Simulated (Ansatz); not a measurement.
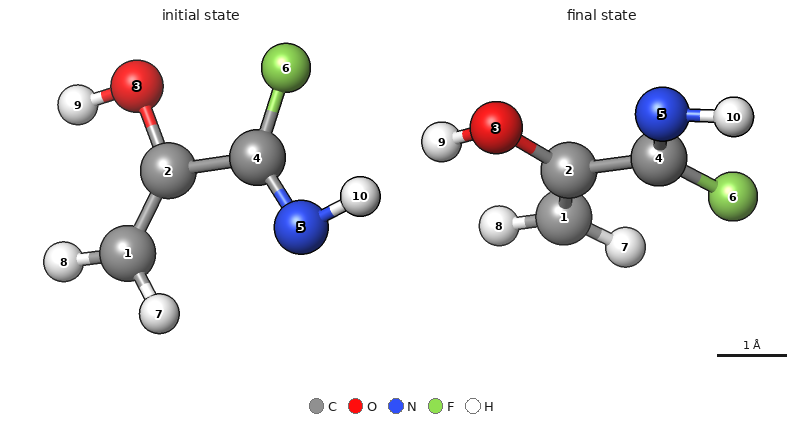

The two relaxed end points of a path for C3H4FNO. A ball-and-stick model, seen at a tilt.

The calculation used Ansatz 0.2.0, RKS r2SCAN/STO-3G.

The input:
```yaml
crystal:
  periodic: [false, false, false]
  atoms:
    - { symbol: C, position_ang: [0.378588, -1.39564, 0.236831] }
    - { symbol: C, position_ang: [0.0451, -0.108072, 0.484621] }
    - { symbol: O, position_ang: [-0.091302, 0.501807, 1.750004] }
    - { symbol: C, position_ang: [-0.239942, 0.895888, -0.622336] }
    - { symbol: "N", position_ang: [-0.198399, 0.554144, -1.901072] }
    - { symbol: F, position_ang: [-0.532562, 2.154695, -0.15395] }
    - { symbol: H, position_ang: [0.450765, -1.741519, -0.795888] }
    - { symbol: H, position_ang: [0.579687, -2.105979, 1.043447] }
    - { symbol: H, position_ang: [0.125618, -0.270242, 2.387472] }
    - { symbol: H, position_ang: [-0.434552, 1.463718, -2.426229] }
basis:
  gaussian: { orbitals: STO-3G }
hamiltonian:
  xc: r2scan
neb:
  order_check: false
  images: 5
  f_tol: 0.05
  max_iterations: 54
  initial_path: idpp
  final_atoms:
    - { symbol: C, position_ang: [0.39358704, -1.45016024, 0.34733409] }
    - { symbol: C, position_ang: [0.05086831, -0.14116513, 0.42300293] }
    - { symbol: O, position_ang: [-0.11866582, 0.61868943, 1.59456268] }
    - { symbol: C, position_ang: [-0.19981133, 0.69665848, -0.8201449] }
    - { symbol: "N", position_ang: [-0.50072295, 1.98356029, -0.73027752] }
    - { symbol: F, position_ang: [-0.08065912, -0.00293734, -1.99707177] }
    - { symbol: H, position_ang: [0.49490833, -1.93047202, -0.62714723] }
    - { symbol: H, position_ang: [0.57426126, -2.05411472, 1.23982265] }
    - { symbol: H, position_ang: [0.08494507, -0.07078089, 2.32703518] }
    - { symbol: H, position_ang: [-0.61570979, 2.29952213, -1.75421613] }
```

Command:
```bash
ansatz run input.yaml --threads 1 --pin off --max-ram 2048MiB --backend cpu --events-out ev --progress --plain --runs-dir out
```

### Predict the minimum-energy path and its barrier.

Forward barrier 0.213 eV, backward barrier 0.207 eV, with image 3 at the top; the reaction energy is +0.006 eV. The motion is a rotation about the C2–C4 bond by about 180°. No bond forms or breaks between the ends. The band is converged.

Energies of the converged images:

```csv
image,path (Å),E (eV)
0,0.00,0.000
1,0.85,0.047
2,1.70,0.156
3,2.55,0.213
4,3.33,0.164
5,4.11,0.061
6,4.89,0.006
```

The geometry at the top of the path:

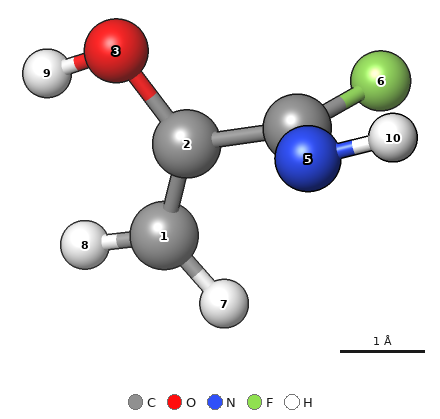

Limits of the set-up: STO-3G is a minimal basis, so the numbers are rough.

The run took 3.9 min on 1 thread of Intel(R) Xeon(R) Processor @ 2.50GHz (Skylake/Cascade Lake), on a shared host, peak memory 0.13 GiB.
